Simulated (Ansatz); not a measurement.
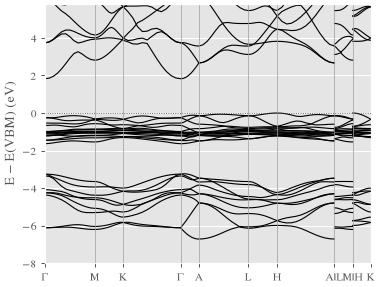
Fig. 1. Band structure from PBE+D3(BJ) in the plane-wave PAW code Ansatz

Read off the gap and where the band edges lie.

About 1.8 eV (1.83 eV by a search for the band edges); maximum at H, minimum at Γ.

The material is CuCl in space group P3_121 (No. 152; Cu on 3b, Cl on 3a).

The start of the workflow was typed in or built on a structure type; neither database checked (COD, Materials Project) lists it. It is not the phase usual at ambient conditions (space group No. 216). The PBE+D3(BJ) relaxation kept the symmetry of its start; its stability against distortions is not shown here. The workflow began spin-polarised and lost its moments.

Potentials: the later of the program's two PAW sets.
